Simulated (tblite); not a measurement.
Geometry relaxation, with input and output: C4H7AlO2 (part 4 of 4)

Continued. System: C4H7AlO2. Method: GFN2-xTB geometry optimisation, gas phase (tblite 0.8.0). It belongs to a series of runs on one base structure; here: B replaced by Al.

Geometry of the input (Å):
```
C  2.3071  0.0414  0.0521
C  1.1607  0.7578  0.0375
C  -0.0500  0.2792  -0.6907
C  -0.6523  -0.9910  -0.0361
O  -1.9658  -1.2464  -0.4557
Al -2.5605  0.4475  -0.5881
O  -0.9959  1.3382  -0.7590
H  2.3746  -0.8979  -0.4694
H  3.1727  0.4110  0.5880
H  1.1346  1.7031  0.5762
H  0.2383  0.0321  -1.7397
H  -0.0254  -1.8764  -0.2950
H  -0.6390  -0.9158  1.0959
H  -3.4998  0.9167  0.6073
```

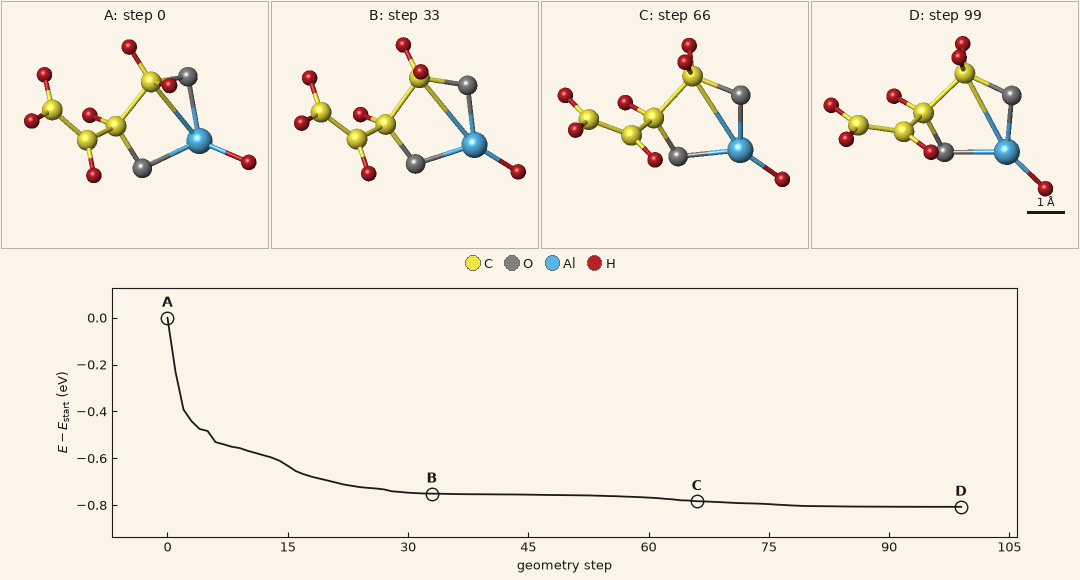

Frames of the relaxation (ball-and-stick view, seen at a tilt) above the curves, on which the letters mark them (steps are counted from 0).

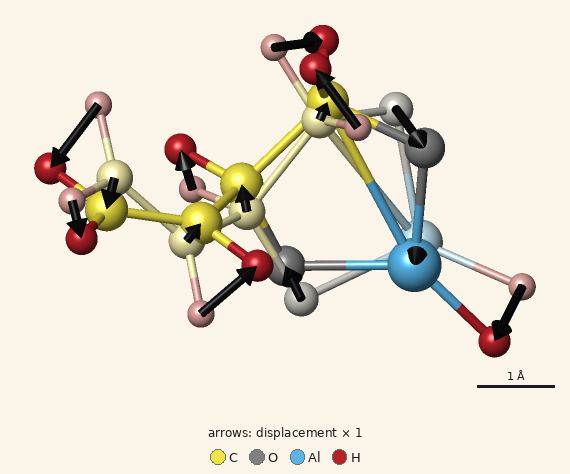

Start (faint) and end (solid) with the displacements as black arrows, at true length (ball-and-stick view, seen at a tilt). The two geometries are laid on each other by the best rigid fit. The atom that moves furthest after the best rigid fit is O5 (1.10 Å). By element the largest moves are O 1.10 Å, H 1.05 Å, Al 0.59 Å, C 0.43 Å. Among the contacts that change: Al6–O7 1.808 → 1.698 Å, Al6–H14 1.591 → 1.486 Å, O5–Al6 1.800 → 1.701 Å, C4–Al6 2.453 → 2.538 Å. Among the angles that change: C4–Al6–H14 117.6° → 161.8°, Al6–C4–H12 148.3° → 114.7°, Al6–C4–H13 101.2° → 132.8°. After 99 geometry steps the energy has fallen by 0.807 eV. Largest force component: 1.9 eV/Å at the start, 0.004 eV/Å at the end. (Atoms are counted from 1 in the order of the input.)

Key numbers:

```csv
quantity,value
outcome,converged
total energy,−582.1051 eV
wall time,0.58 s
peak memory,0.16 GiB
```
